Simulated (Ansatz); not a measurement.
**As monolayer: phonons and vibrational spectra**

Aim: the vibrations of As monolayer, their spectra, and whether the structure is stable.

Program: Ansatz 0.2.0. Level of theory: DFT PBEsol, scalar-relativistic, plane waves, PAW. Results are calculated unless marked as measured.

## 1. The starting structure

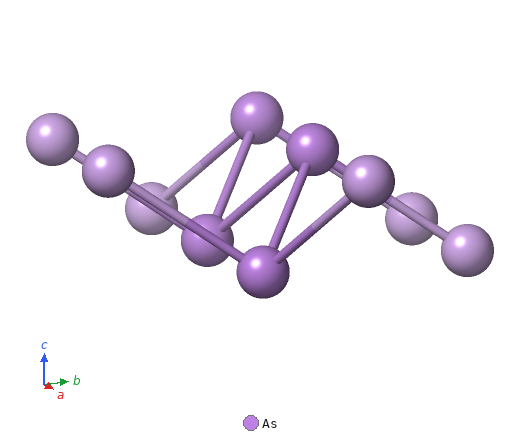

Start, viewed slightly off an axis; arsenic purple. 2×1×1 cells are drawn. Some periodic images of atoms are drawn too.

The cell holds 2 atoms: 2 As. Cell: a = 3.610 Å, b = 3.610 Å, c = 20.000 Å, α = 90.0°, β = 90.0°, γ = 120.0°. Vacuum lies along c.

## 2. Relaxation

Harmonic phonons are second derivatives at a point where the forces vanish, and they are wanted at zero stress, so atoms and cell are relaxed first.

The program solves this slab on a cell height of its own, 26.6 Å, in place of the one typed.

The input, input.yaml:

```yaml
crystal:
  lattice:
    - [3.61, 0.0, 0.0]
    - [-1.805, 3.12635, 0.0]
    - [0.0, 0.0, 20.0]
  atoms:
    - { symbol: As, position: [0.333333, 0.666667, 0.53475] }
    - { symbol: As, position: [0.666667, 0.333333, 0.46525] }
  periodic: [true, true, false]
kpoints:
  mp_grid: { grid: [9, 9, 1] }
hamiltonian:
  xc: pbesol
scf:
  occupations: { method: gaussian, width: 0.02 }
output:
  forces: true
  stress: true
  eigenvalues: true
  write_density: true
  write_potential: true
  elf: true
  volumetric_format: npy
relax:
  adjacent_minimum: "off"
  f_tol: 0.005
  max_steps: 80
  cell: { stress_2d_tol: 0.02 }
```

Run with:

```
$ ansatz run input.yaml --threads 8 --pin off --max-ram 14336MiB --backend cpu --events-out ev --progress --plain --runs-dir out
```

Numbers of over 12 decimals in the logs are rounded to 6 here.

The log of the run:

```text
Warning: crystal.periodic: the lattice vector that does not repeat stood 0.000° off the slab's normal, 20.000 Å along it as the deck builds it. The run solves the slab on a vector along the normal, 26.580 Å long, with every atom where it was (on the deck's vector they left 18.61 Å outside them, and the widest stretch free of ions among them is 1.39 Å). A fractional position that the run reports is one of the run's ce [...]
Warning: the atoms were moved onto the symmetric positions of the space group found under crystal.symmetry.tolerance 1.0e-5 (fractional; no operation is sought that the atoms, as they stand in a round, miss by more than twice it, and no atom is moved by as much as it), and the run uses the moved positions. Before a round's move an operation carried an atom to 3.61e-6 Å from where it should land, the largest such dist [...]
crystal.periodic: the lattice vector that does not repeat stood 0.000° off the slab's normal, 20.000 Å along it as the deck builds it. The run solves the slab on a vector along the normal, 26.580 Å long, with every atom where it was (on the deck's vector they left 18.61 Å outside them, and the widest stretch free of ions among them is 1.39 Å). A fractional position that the run reports is one of the run's cell, which [...]
Engine: ansatz 0.2.0, aarch64-unknown-linux-gnu
Pseudopotentials: kind: paw
Pseudopotential: As, paw, valence charge 15, recommended cutoff 420 eV (normal), As.paw.azcp
Functional definition: PBEsol
  exchange = pbesol_x
  correlation = pbesol_c
Crystal: 2 atoms, lattice volume = 299.985 Å³
Basis set: ecut = 420 eV, 5801 PW (Γ), exchange–correlation on 50×50×360 points (8 copies of the dense FFT grid, shifted against one another)
Bands: 19, of which v1, the nominal top of the filled ones, is band 15 counted from 1 (14 counted from 0)
Symmetry: 12 space group operations
Space group: P-3m1 (ITA 164), of the structure as read, at distance tolerance 6.7e-5 Å
k-points: 12 of 81
Non-local potential: As, projectors of the file, l = 0: 2, l = 1: 2, l = 2: 3, l = 3: 1
PAW form: soft (Blöchl's): semilocal exchange-correlation on the pseudo side does not see the compensation charge
PAW frozen core: As, regenerated for the run's functional, and the local potential with it (the file was generated under x = pbe(κ = 0.804, μ = 0.219515), c = pbe(β = 0.066725))
PAW one-centre angular grid: As, 590 points (default); XC on 64 Gauss nodes
Initial density: superposition of atomic densities (neutral atoms: chi_scale 0, normalization atom), corrected by the library's trained network
Initial wavefunctions: pseudopotential atomic-orbital guess
Functional: x = pbesol(κ = 0.804, μ = 0.123457), c = pbesol(β = 0.046)
SCF iter   1: F=—  HF=-9625.831186 eV  |F-HF|=—  |Δ(HF+E_count)|=         —  Δρ=9.53e-4  dr2=3.14e-3  ethr=1.77e-3  ⟨swp⟩=11.1  Hψ=1531  notcnv=0
preconditioner: auto → none  [insulator: Δε(μ)=1.592 eV  Ē_g=9.407 eV  σ=0.020 eV  W_gap=1.00  n_scr=14 (ndim 8)  ℏωp=6.8 eV  f_vac=0.796  D(μ)=0.00/eV (n_scr^D=0)  ε∞_Penn≈1.5]
SCF iter   2: F=—  HF=-9625.829620 eV  |F-HF|=—  |Δ(HF+E_count)|=   1.57e-3  Δρ=4.45e-4  dr2=5.21e-4  ethr=1.05e-5  ⟨swp⟩=4.1  Hψ=691  notcnv=0
SCF iter   3: F=—  HF=-9625.829884 eV  |F-HF|=—  |Δ(HF+E_count)|=   2.64e-4  Δρ=9.07e-5  dr2=1.40e-5  ethr=1.74e-6  ⟨swp⟩=3.5  Hψ=516  notcnv=0
SCF iter   4: F=—  HF=-9625.829910 eV  |F-HF|=—  |Δ(HF+E_count)|=   2.59e-5  Δρ=3.72e-5  dr2=4.34e-6  ethr=4.67e-8  ⟨swp⟩=3.0  Hψ=488  notcnv=0
SCF iter   5: F=—  HF=-9625.829903 eV  |F-HF|=—  |Δ(HF+E_count)|=   6.26e-6  Δρ=1.02e-5  dr2=3.67e-7  ethr=1.45e-8  ⟨swp⟩=2.8  Hψ=465  notcnv=0
iter 6 did not close the SCF: its close was put off until two iterations running show no level that it waits for move by more than its bar (scf_convergence_deferred on its scf_iter line)
SCF iter   6: F=-9625.829903 eV  HF=-9625.829903 eV  |F-HF|=2.39e-8  |Δ(HF+E_count)|=   2.80e-7  Δρ=1.84e-6  dr2=1.49e-8  ethr=3.33e-10  ⟨swp⟩=17.2  Hψ=2198  notcnv=0
SCF iter   7: F=-9625.829903 eV  HF=-9625.829903 eV  |F-HF|=1.29e-9  |Δ(HF+E_count)|=   9.87e-9  Δρ=3.74e-7  dr2=4.61e-10  ethr=4.97e-11  ⟨swp⟩=7.9  Hψ=1500  notcnv=0
SCF 1 converged in 7 iterations: F = -9625.829903 eV  dr2 = 4.61e-10
  greatest PAW one-centre occupation: 0.999 electrons in one spin orbital (limit 2), on the As atom at site 1 (counted from 0), in its partial waves of l = 2
relax step   1: F+E_penalty+E_count = -9625.82990311 eV  Δ(F+E_penalty+E_count) = +0.000e0 eV  max|allowed force component| = 2.397e-1 eV/Å  Δτ_max = 0.0000 Å  P = -1.292 N/m  Ω = 299.985 Å³  fix = [c, alpha, beta]  reactions: c -0.000 N/m  (7 SCF iters, dr2 threshold 1.00e-7 eV, accepted)
Crystal: 2 atoms, lattice volume = 293.061 Å³
Basis set: ecut = 420 eV, 5639 PW (Γ), exchange–correlation on 50×50×360 points (8 copies of the dense FFT grid, shifted against one another)
Initial density: handed on by an earlier stage of this run
Initial wavefunctions: those handed on with the density
iter 1 solved again at ethr=1.92e-6 eV; its pass at ethr=3.10e-3 eV (dr2=5.76e-4 eV) is discarded
SCF iter   1: F=—  HF=-9625.845145 eV  |F-HF|=—  |Δ(HF+E_count)|=         —  Δρ=4.01e-4  dr2=5.52e-4  ethr=1.92e-6  ⟨swp⟩=3.3  Hψ=1708  notcnv=0
preconditioner: auto → none  [insulator: Δε(μ)=1.571 eV  Ē_g=9.573 eV  σ=0.020 eV  W_gap=1.00  n_scr=14 (ndim 8)  ℏωp=6.9 eV  f_vac=0.794  D(μ)=0.00/eV (n_scr^D=0)  ε∞_Penn≈1.5]
SCF iter   2: F=—  HF=-9625.845053 eV  |F-HF|=—  |Δ(HF+E_count)|=   9.20e-5  Δρ=1.65e-4  dr2=6.82e-5  ethr=1.84e-6  ⟨swp⟩=2.5  Hψ=377  notcnv=0
SCF iter   3: F=—  HF=-9625.845068 eV  |F-HF|=—  |Δ(HF+E_count)|=   1.51e-5  Δρ=4.25e-5  dr2=5.00e-6  ethr=2.27e-7  ⟨swp⟩=2.8  Hψ=419  notcnv=0
iter 4 did not close the SCF: its close was put off until two iterations running show no level that it waits for move by more than its bar (scf_convergence_deferred on its scf_iter line)
SCF iter   4: F=-9625.845068 eV  HF=-9625.845068 eV  |F-HF|=1.46e-7  |Δ(HF+E_count)|=   4.73e-7  Δρ=1.10e-5  dr2=1.61e-7  ethr=6.67e-10  ⟨swp⟩=14.4  Hψ=2432  notcnv=0
SCF iter   5: F=-9625.845068 eV  HF=-9625.845068 eV  |F-HF|=1.90e-9  |Δ(HF+E_count)|=   1.68e-7  Δρ=1.39e-6  dr2=4.94e-9  ethr=5.36e-10  ⟨swp⟩=8.8  Hψ=1599  notcnv=0
SCF 2 converged in 5 iterations: F = -9625.845068 eV  dr2 = 4.94e-9
relax step   2: F+E_penalty+E_count = -9625.84506828 eV  Δ(F+E_penalty+E_count) = -1.517e-2 eV  max|allowed force component| = 3.211e-2 eV/Å  Δτ_max = 0.0050 Å  P = -0.404 N/m  Ω = 293.061 Å³  energy of the carried Pulay correction = +1.478e-4 eV  fix = [c, alpha, beta]  reactions: c -0.000 N/m  (5 SCF iters, dr2 threshold 2.00e-7 eV, accepted)
Crystal: 2 atoms, lattice volume = 287.141 Å³
Basis set: ecut = 420 eV, 5567 PW (Γ), exchange–correlation on 50×50×360 points (8 copies of the dense FFT grid, shifted against one another)
iter 1 solved again at ethr=4.74e-6 eV; its pass at ethr=3.10e-3 eV (dr2=1.42e-3 eV) is discarded
SCF iter   1: F=—  HF=-9625.846364 eV  |F-HF|=—  |Δ(HF+E_count)|=         —  Δρ=5.28e-4  dr2=1.66e-3  ethr=4.74e-6  ⟨swp⟩=3.1  Hψ=1609  notcnv=0
preconditioner: auto → none  [insulator: Δε(μ)=1.410 eV  Ē_g=9.612 eV  σ=0.020 eV  W_gap=1.00  n_scr=14 (ndim 8)  ℏωp=6.9 eV  f_vac=0.793  D(μ)=0.00/eV (n_scr^D=0)  ε∞_Penn≈1.5]
SCF iter   2: F=—  HF=-9625.845756 eV  |F-HF|=—  |Δ(HF+E_count)|=   6.08e-4  Δρ=2.10e-4  dr2=4.96e-5  ethr=4.74e-6  ⟨swp⟩=3.3  Hψ=465  notcnv=0
SCF iter   3: F=—  HF=-9625.845759 eV  |F-HF|=—  |Δ(HF+E_count)|=   2.48e-6  Δρ=1.02e-4  dr2=9.59e-6  ethr=1.65e-7  ⟨swp⟩=3.2  Hψ=393  notcnv=0
SCF iter   4: F=—  HF=-9625.845760 eV  |F-HF|=—  |Δ(HF+E_count)|=   1.94e-6  Δρ=2.67e-5  dr2=8.40e-7  ethr=3.20e-8  ⟨swp⟩=2.2  Hψ=413  notcnv=0
SCF iter   5: F=-9625.845760 eV  HF=-9625.845760 eV  |F-HF|=3.16e-9  |Δ(HF+E_count)|=   2.57e-7  Δρ=3.55e-6  dr2=1.42e-8  ethr=6.67e-10  ⟨swp⟩=16.9  Hψ=2189  notcnv=0
SCF 3 converged in 5 iterations: F = -9625.845760 eV  dr2 = 1.42e-8
relax step   3: F+E_penalty+E_count = -9625.84576018 eV  Δ(F+E_penalty+E_count) = -6.919e-4 eV  max|allowed force component| = 1.481e-1 eV/Å  Δτ_max = 0.0118 Å  P = +0.138 N/m  Ω = 287.141 Å³  energy of the carried Pulay correction = +2.769e-4 eV  fix = [c, alpha, beta]  reactions: c +0.000 N/m  (5 SCF iters, dr2 threshold 2.00e-7 eV, accepted)
[...]
relax step   4: F+E_penalty+E_count = -9625.84712747 eV  Δ(F+E_penalty+E_count) = -1.367e-3 eV  max|allowed force component| = 1.259e-2 eV/Å  Δτ_max = 0.0077 Å  P = +0.015 N/m  Ω = 289.178 Å³  energy of the carried Pulay correction = +2.322e-4 eV  fix = [c, alpha, beta]  reactions: c +0.000 N/m  (5 SCF iters, dr2 threshold 2.00e-7 eV, accepted)
[...]
relax step   5: F+E_penalty+E_count = -9625.84713192 eV  Δ(F+E_penalty+E_count) = -4.450e-6 eV  max|allowed force component| = 4.141e-4 eV/Å  Δτ_max = 0.0004 Å  P = -0.003 N/m  Ω = 289.256 Å³  energy of the carried Pulay correction = +2.305e-4 eV  fix = [c, alpha, beta]  reactions: c -0.000 N/m  (3 SCF iters, dr2 threshold 9.91e-9 eV, accepted)
Basis set: ecut = 420 eV, 5579 PW (Γ), exchange–correlation on 48×48×360 points (8 copies of the dense FFT grid, shifted against one another)
Initial wavefunctions: pseudopotential atomic-orbital guess (no wavefunctions were taken with the density)
iter 1 solved again at ethr=2.23e-7 eV; its pass at ethr=3.10e-3 eV (dr2=6.70e-5 eV) is discarded
SCF iter   1: F=—  HF=-9625.846926 eV  |F-HF|=—  |Δ(HF+E_count)|=         —  Δρ=9.61e-6  dr2=8.10e-8  ethr=2.23e-7  ⟨swp⟩=5.3  Hψ=2427  notcnv=0
preconditioner: auto → none  [insulator: Δε(μ)=1.486 eV  Ē_g=9.606 eV  σ=0.020 eV  W_gap=1.00  n_scr=14 (ndim 8)  ℏωp=6.9 eV  f_vac=0.794  D(μ)=0.00/eV (n_scr^D=0)  ε∞_Penn≈1.5]
SCF iter   2: F=—  HF=-9625.846923 eV  |F-HF|=—  |Δ(HF+E_count)|=   2.90e-6  Δρ=5.53e-6  dr2=3.43e-8  ethr=2.70e-10  ⟨swp⟩=4.2  Hψ=547  notcnv=0
SCF iter   3: F=—  HF=-9625.846923 eV  |F-HF|=—  |Δ(HF+E_count)|=   9.53e-9  Δρ=1.69e-6  dr2=2.68e-9  ethr=1.14e-10  ⟨swp⟩=2.2  Hψ=298  notcnv=0
SCF iter   4: F=—  HF=-9625.846923 eV  |F-HF|=—  |Δ(HF+E_count)|=   1.22e-9  Δρ=2.64e-7  dr2=1.04e-10  ethr=8.92e-12  ⟨swp⟩=2.9  Hψ=451  notcnv=0
SCF iter   5: F=—  HF=-9625.846923 eV  |F-HF|=—  |Δ(HF+E_count)|=  5.46e-11  Δρ=5.77e-8  dr2=8.54e-12  ethr=1.00e-12  ⟨swp⟩=2.6  Hψ=308  notcnv=0
SCF iter   6: F=-9625.846923 eV  HF=-9625.846923 eV  |F-HF|=4.73e-11  |Δ(HF+E_count)|=  1.09e-11  Δρ=1.49e-8  dr2=3.45e-13  ethr=1.00e-12  ⟨swp⟩=9.8  Hψ=1377  notcnv=0
SCF 6 converged in 6 iterations: F = -9625.846923 eV  dr2 = 3.45e-13
relax step   6: F+E_penalty+E_count = -9625.84692315 eV  Δ(F+E_penalty+E_count) = +2.088e-4 eV  max|allowed force component| = 4.173e-4 eV/Å  Δτ_max = 0.0000 Å  P = -0.004 N/m  Ω = 289.256 Å³  fix = [c, alpha, beta]  reactions: c -0.000 N/m  stress off target by 4.41e-3 N/m on what of the cell is left free  SCF on the basis re-selected at this cell (its energy is not comparable with the rows above)  (6 SCF iters)
basis re-selected at this cell: Δ(F+E_penalty+E_count) = +2.088e-4 eV, ΔP = -0.001 N/m vs the last step (what re-selecting the basis moved, of the pressure what is left beyond the Pulay correction that the steps carried, after the strain that the cell walked since its last selection, with what the two solves' SCF thresholds leave and, on support functions, any second-order correction that the steps lacked; it is no measure of the basis error at this ecutwfc). The dense FFT grid was sized anew with the basis: this SCF ran on 24×24×180 points, the steps before it on 25×25×180, so part of this shift can come from that change (see relax.cell in the input reference). [rest of the remark cut]
SCF converged after 6 iterations
Free energy (F): -9625.846923 eV
Harris-Foulkes:  -9625.846923 eV  (|F-HF|=4.73e-11)
Internal energy: -9625.846923 eV  (E = F + TS)
E sigma→0 (E₀):  -9625.846923 eV
Fermi energy:    -4.560598 eV
--- Per-component energies (eV) ---
  E_band       = -916.775189
  E_kinetic    = 204.950849
  E_local      = -45955.936591  (includes V_loc(G=0)·N_el)
  E_nonlocal   = -1336.798996
  E_hartree    = 22932.208777
  E_xc         = -156.715503
  E_vxc        = -157.424138  (∫ρ·V_xc dr)
  E_paw        = -3584.841773  (= ΣΔE_a)
  E_vpaw       = 464.016165  (= ΣTr[D̂ρ^β])
  E_aug_tail   = 0.000014  (compensation charges beyond the density's cutoff)
  E_ewald      = 18269.353443
  E_core_change = 1.932857  (= ΣΔE_core)
  E_smearing   = -0.000000  (= −TS)
  E_closure    = 0.000000  (closes the sum)
  Σ components = -9625.846923   (vs F -9625.846923, Δ=0.00e0)
--- Forces (eV/Å), atoms counted from 1 ---
  atom   1  As     0.00000000    -0.00000000    -0.00041735
  atom   2  As     0.00000000     0.00000000     0.00041735
  max |Σ_I F_I| component: 5.42e-20 eV/Å
--- 2D stress c σ (N/m, compression-positive) ---
       -0.004406      -0.000000      -0.000000
       -0.000000      -0.004406       0.000000
       -0.000000       0.000000      -0.000000
  P = ½ c Tr σ = -0.0044 N/m
--- Band table (eV; the first three rows and the last of 12) ---
  k-point 0: bands = [... 11 lower, -12.6635, -6.0645, -5.3037, -5.3037, -3.2179, -1.7604, -1.7604, -0.4718]
  k-point 1: bands = [... 11 lower, -12.6249, -6.7290, -5.9758, -5.6754, -2.6545, -1.6413 (-1.6413°), -1.3910, -0.2218]
  k-point 2: bands = [... 11 lower, -12.6754, -8.4618, -6.3672, -5.8452, -3.5027, -0.8845 (-0.8845°), -0.8721, 0.2256]
  k-point 11: bands = [... 11 lower, -15.4243, -9.9871, -7.4630, -7.4630, -3.5150, -0.7428, -0.7428, 2.7558]
  ° read free of the cell's end (the report's vacuum.weakly_bound_levels)
--- Relaxed structure (5 steps of the walk, 5 accepted, 1 SCFs on fresh bases) ---
  F+E_penalty+E_count = -9625.84692315 eV   max|allowed force component| = 4.173e-4 eV/Å   (the final SCF, on the basis selected at the relaxed cell)
  cell:  # Å, volume = 289.2563 Å³
    - [3.544856, 0.0, 0]
    - [-1.772428, 3.069935, 0]
    - [0, 0, 26.58]
  atoms:
    - { symbol: As, position: [0.333333, 0.666667, 0.402350] }
    - { symbol: As, position: [0.666667, 0.333333, 0.350096] }
```

Run time: 4.1 s. Hardware: 8 threads of Arm Neoverse V2, shared host; peak memory 0.67 GiB; 27 s of CPU time.

Step by step:

```
step  energy less that of the first step (eV)  largest force component (eV/Å)  volume (Å³)
   1                                   0.0000                          0.2397       299.99
   2                                  -0.0152                          0.0321       293.06
   3                                  -0.0159                          0.1481       287.14
   4                                  -0.0172                          0.0126       289.18
   5                                  -0.0172                          0.0004       289.26
  6*                                  -0.0170                          0.0004       289.26
```

Relaxation steps marked * repeat the geometry before them on a plane-wave basis chosen anew for their cell, so energy and pressure can jump there.

Forces are held to the 12 operations that the run works with; a distortion that breaks them can't arise in this run.

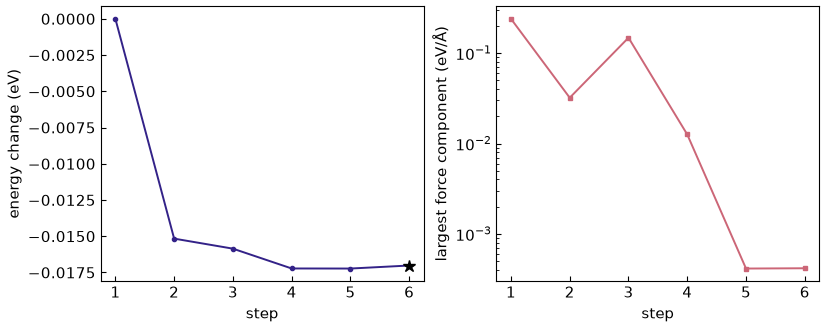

Energy and largest force along the relaxation. Stars mark steps on a basis chosen anew.

```
cell as run  before  after  change
      a (Å)   3.610  3.545  -1.8 %
      b (Å)   3.610  3.545  -1.8 %
```

The relaxed structure:

```xyz
2
Lattice="3.5449 0.0000 0.0000 -1.7724 3.0699 0.0000 0.0000 0.0000 26.5800" Properties=species:S:1:pos:R:3
As    0.0000    2.0466   10.6945
As    1.7724    1.0233    9.3055
```

Numbers from this step:

| Quantity | Value |
| --- | --- |
| gap on the k-mesh | 1.486 eV |
| direct gap on mesh | 2.086 eV |
| area per atom | 5.441 Å² |

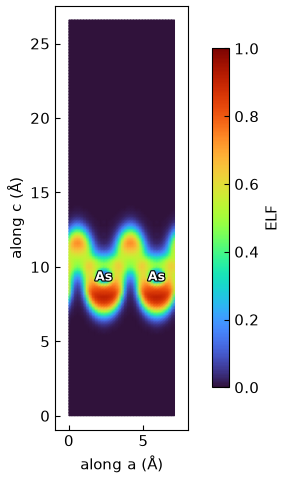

ELF in the ac plane at fractional y = 0.333, with atoms of As within 0.2 Å of it. It is the smooth field of the valence electrons, not physical close to the nuclei.

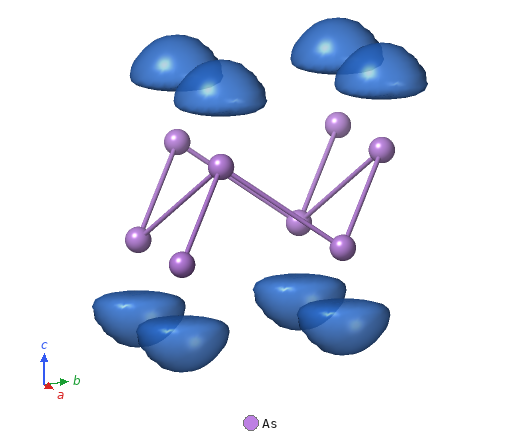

Surface of ELF = 0.83. 2×2×1 cells are drawn.

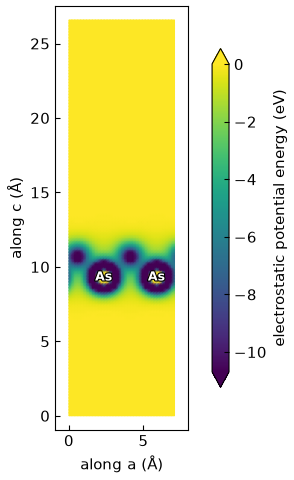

Electrostatic potential energy in the ac plane at fractional y = 0.333, with atoms of As within 0.2 Å of it. With pseudopotentials it is smooth inside the atoms' cores, unlike the true potential.

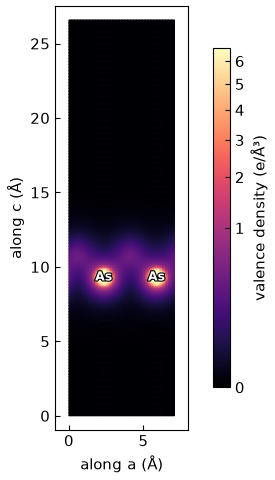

Valence density in the ac plane at fractional y = 0.333, with atoms of As within 0.2 Å of it. It is the smooth field of the valence electrons, not physical close to the nuclei. The colour scale is stretched toward low values.

## 3. Bringing the structure to rest

The relaxation is repeated from its end on the same settings, as a check that it has come to rest.

input.yaml, the sections that differ from step 2:

```yaml
crystal:
  lattice:
    - [3.5448561471, 0.0, 0.0]
    - [-1.7724280736, 3.0699354762, 0.0]
    - [0.0, 0.0, 26.58]
  atoms:
    - { symbol: As, position: [0.3333333333, 0.6666666667, 0.4023495185] }
    - { symbol: As, position: [0.6666666667, 0.3333333333, 0.3500959292] }
  periodic: [true, true, false]
# kpoints, hamiltonian, scf, output, relax: as in step 2
```

The log of the run:

```text
[...]
Crystal: 2 atoms, lattice volume = 289.256 Å³
Basis set: ecut = 420 eV, 5579 PW (Γ), exchange–correlation on 48×48×360 points (8 copies of the dense FFT grid, shifted against one another)
Bands: 19, of which v1, the nominal top of the filled ones, is band 15 counted from 1 (14 counted from 0)
Symmetry: 12 space group operations
[...]
k-points: 12 of 81
[...]
° read free of the cell's end (the report's vacuum.weakly_bound_levels)
--- Relaxed structure (1 steps of the walk, 1 accepted, 1 SCFs on fresh bases) ---
[...]
cell:  # Å, volume = 289.2563 Å³
    - [3.544856, 2.8867562601152164e-11, 0.0]
    - [-1.772428, 3.069935, 0.0]
    - [0.0, 0.0, 26.58]
  atoms:
    - { symbol: As, position: [0.333333, 0.666667, 0.402350] }
    - { symbol: As, position: [0.666667, 0.333333, 0.350096] }
[key lines of the parts left out:]
SCF converged after 8 iterations
Free energy (F): -9625.846923 eV
Fermi energy:    -4.560598 eV
P = ½ c Tr σ = -0.0044 N/m
```

Wall time 1.7 s (8 threads); peak memory 0.66 GiB.

Little changed from the start: no atom moved by 0.005 Å and no cell edge by 0.1 %.

[end of part 1 of 2]

[Logs are printed without paths, hosts, clocks, repeated set-up lines and the standing remarks that a program may print on its own settings, such as how far it seeks lower states.]

[Hosts, paths, dates, database ids (printed as entryN), source tags and the programs' standing remarks are cut or masked in the printed files.]
